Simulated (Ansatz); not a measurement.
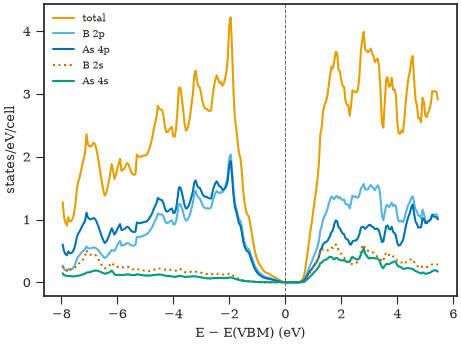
Total and projected density of states of BAs in space group P6_422 (No. 181; B on 3c, As on 3d), DFT-PBE in the program Ansatz with PAW potentials

**Question.** Which orbitals carry the states next to the gap?

**Answer.** Top 1 eV of the valence band: B 2p 54 %, As 4p 41 %. Bottom 1 eV of the conduction band: B 2p 36 %, As 4p 22 %, B 2s 20 %, As 4s 13 %, outside the projected shells 9 %. Projections are on Löwdin-orthogonalised atomic valence shells; empty p or d shells of many metals are not among them.

**Question.** Where is the tallest occupied peak in this window, and what makes it?

**Answer.** Near -1.9 eV, about 4.2 states/eV per cell; the largest projected share is B 2p.

The start of the workflow was typed in or built on a structure type; neither database checked (COD, Materials Project) lists it. It is not the phase usual at ambient conditions (space group No. 216). Symmetry was held in the PBE relaxation; whether a distortion lowers the energy is not shown. Its formation energy is positive at this level, so the cell may be metastable or incomplete. Spin–orbit coupling is left out wherever it is not named.

Potentials: the later of the program's two PAW sets.
